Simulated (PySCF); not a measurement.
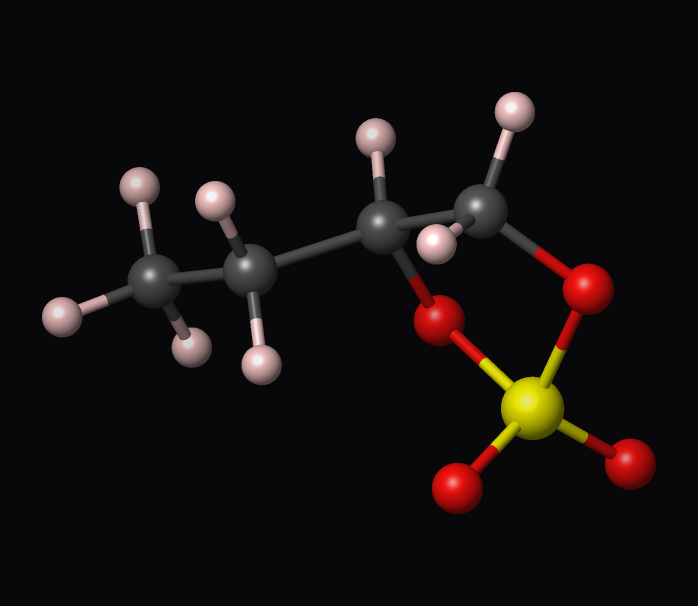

Every bond is drawn as one stick, whatever its order. Colours: carbon dark grey, oxygen red, sulfur yellow, hydrogen pink.

The geometry was computed by an optimisation with GFN2-xTB. No frequency run is at hand to confirm it as a minimum.

Give the formula.

Answer. C₄H₈O₄S, 17 atoms: 4 carbon, 8 hydrogen, 4 oxygen and 1 sulfur.

Describe its rings.

Answer. Independent rings (smallest set): 1 of 5 members.

What is the point group of this geometry?

Answer. C1.

More results for the same structure follow; atom numbers are the same in all pictures, views and colours differ.

Electronic properties

No frequency run is at hand to confirm it as a minimum. Method: PBE0/def2-SVPD, gas phase (PySCF 2.14.0). Excitations: vertical, linear response.

Predict the main results.

- dipole moment: 5.36 D
- HOMO energy (Kohn–Sham orbital): −8.92 eV
- LUMO energy (Kohn–Sham orbital): 0.24 eV
- HOMO–LUMO gap: 9.16 eV
- mean static polarisability: 75.7 bohr³
- lowest vertical singlet excitation: 7.84 eV
- its oscillator strength: 0.002
- brightest of the 6 lowest singlets: 8.71 eV
- its oscillator strength: 0.02

Bond orders

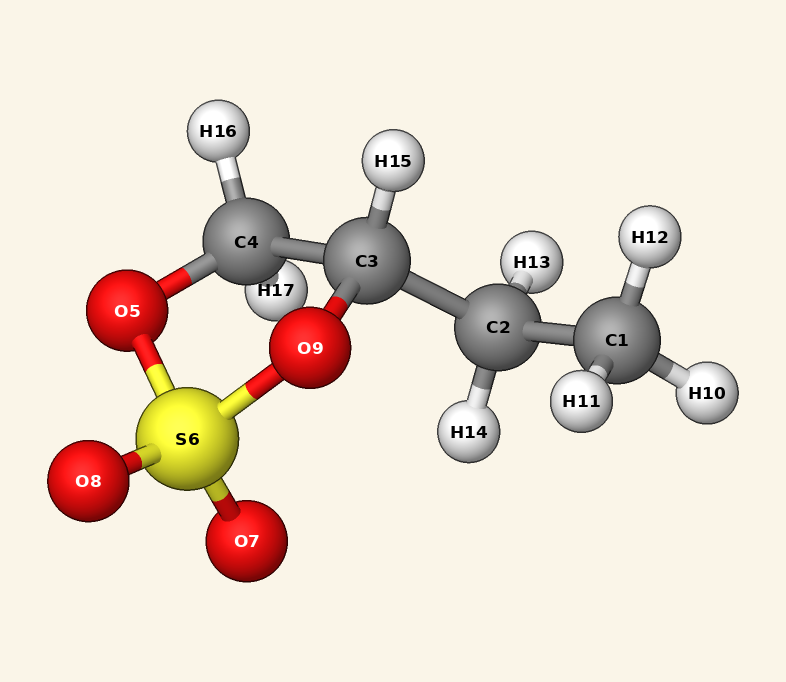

Every bond is drawn as one stick. No frequency run is at hand to confirm it as a minimum. Method: PBE0/pcSseg-1 (PySCF 2.14.0).

List the Mayer bond orders of C1–C2, C2–C3, C3–C4, C3–O9, C4–O5, O5–S6, S6–O7, S6–O8, S6–O9 (bonds between heavy atoms, one of each equivalent set).

```tsv
bond	Mayer order	length (Å)
C1–C2	1.06	1.524
C2–C3	0.98	1.529
C3–C4	1.00	1.558
C3–O9	0.84	1.417
C4–O5	0.87	1.405
O5–S6	0.95	1.606
S6–O7	1.80	1.421
S6–O8	1.91	1.410
S6–O9	0.96	1.596
```

NMR shielding

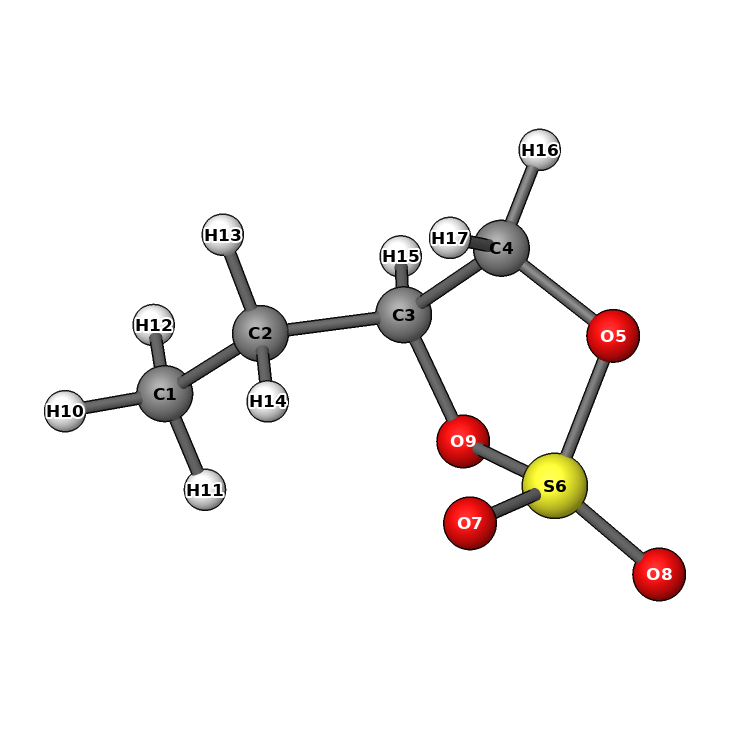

The questions are on isotropic NMR shieldings of the C atoms. No frequency run is at hand to confirm it as a minimum. Level of theory: GIAO PBE0/pcSseg-1 NMR shielding, non-relativistic, gas phase (PySCF 2.14.0).

Give the isotropic NMR shieldings of the C atoms atom by atom.

| atom | σ (ppm) |
| --- | --- |
| C1 | 173.6 |
| C2 | 153.4 |
| C3 | 109.2 |
| C4 | 118.2 |

Charges

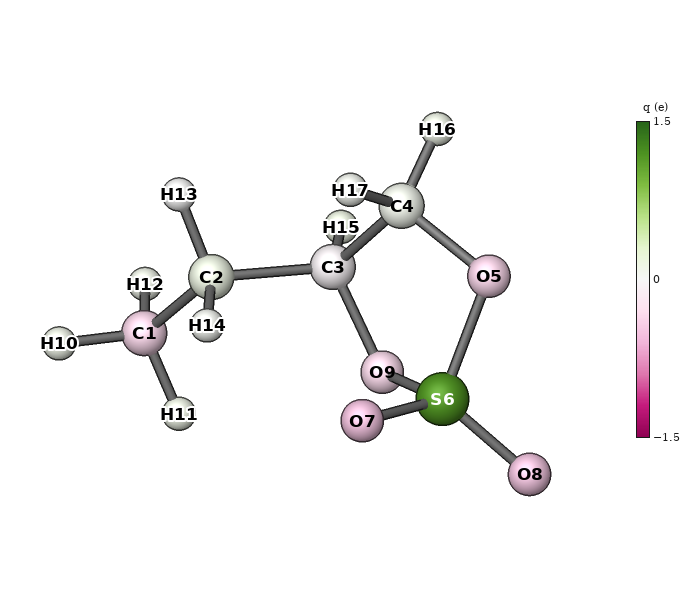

Atoms are coloured by their ESP-fitted charges. No frequency run is at hand to confirm it as a minimum. Level of theory: PBE0/pcSseg-1, gas phase (PySCF 2.14.0).

List the ESP-fitted charges.

| atom | value (e) |
| --- | --- |
| C1 | −0.35 |
| C2 | 0.14 |
| C3 | −0.05 |
| C4 | 0.08 |
| O5 | −0.35 |
| S6 | 1.17 |
| O7 | −0.48 |
| O8 | −0.46 |
| O9 | −0.33 |
| H10 | 0.10 |
| H11 | 0.11 |
| H12 | 0.09 |
| H13 | 0.00 |
| H14 | 0.04 |
| H15 | 0.14 |
| H16 | 0.11 |
| H17 | 0.06 |
